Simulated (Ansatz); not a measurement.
# A computed series for hypothetical CdI2 type SiO2: thickness series

Start from SiO2 in the CdI2 type structure (space group P-3m1, No. 164; a = 2.686 Å, c = 4.602 Å; a hypothetical phase, not in the database extracts checked; layered, stacked along the Cartesian z axis).

Free-standing slabs (3 atom(s) a layer) normal to the stacking axis with 15 Å of vacuum; in-plane cell relaxed.

Level of theory: DFT with PBE-D3(BJ), PAW potentials and a 420 eV plane-wave cutoff in Ansatz (a first-principles code), without spin-orbit coupling, earlier PAW set.

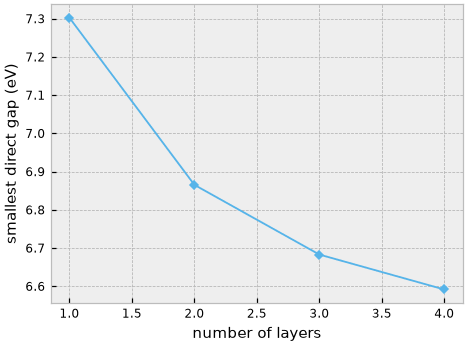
*Smallest direct gap against number of layers*

Problem. From the plot, what is the smallest direct gap for 3 layers?

Solution. About 6.68 eV.

Problem. Is the trend monotonic over the range shown?

Solution. Yes, it falls throughout, spanning 6.59 eV to 7.30 eV.

Stability against distortions was not tested.
